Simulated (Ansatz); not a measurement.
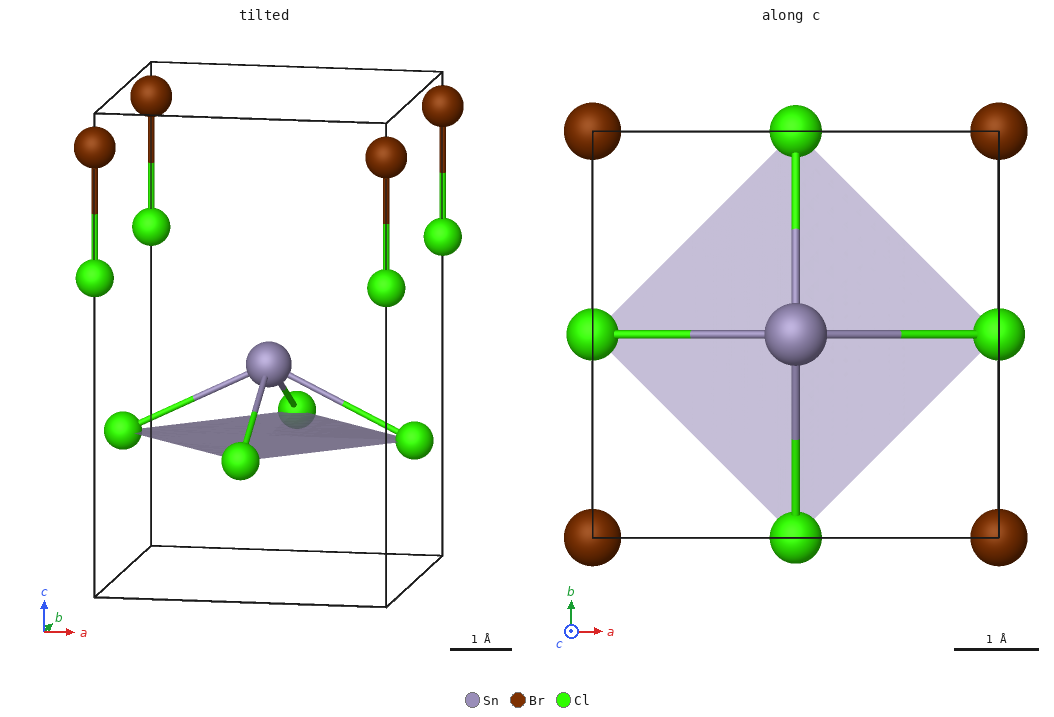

The image is a polyhedral drawing of a crystal, viewed slightly off an axis and along the c axis. The edges of the conventional unit cell are marked.

SnBrCl3, space group P4mm (No. 99), a = 4.876 Å, b = 4.876 Å, c = 8.071 Å, α = 90.00°, β = 90.00°, γ = 90.00°. Provenance: a structure type filled with these elements by a generator (whether the compound takes this form wasn't checked). Earlier steps of the study may have refined or changed the cell and positions. Ansatz was used for an electronic-structure calculation on it.

This one geometry was computed with Ansatz (DFT, plane waves, PAW) at three levels of theory: HSE06, r2SCAN and PBE.

> How does the band gap change with the level of theory?

PBE: a gap of 1.65 eV, indirect; r2SCAN: a gap of 1.90 eV, indirect; HSE06: a gap of 2.71 eV, indirect.

> Collect the results in a table.

| level | cutoff (eV) | k-mesh of the run's cell | gap (eV) | pressure (GPa) |
| --- | --- | --- | --- | --- |
| HSE06 | 420 | 4×4×2 | 2.71 | -0.8 |
| r2SCAN | 500 | 6×6×4 | 1.90 | -0.9 |
| PBE | 420 | 6×6×4 | 1.65 | 0.0 |

Gaps are taken on the k-mesh or band path of each run.
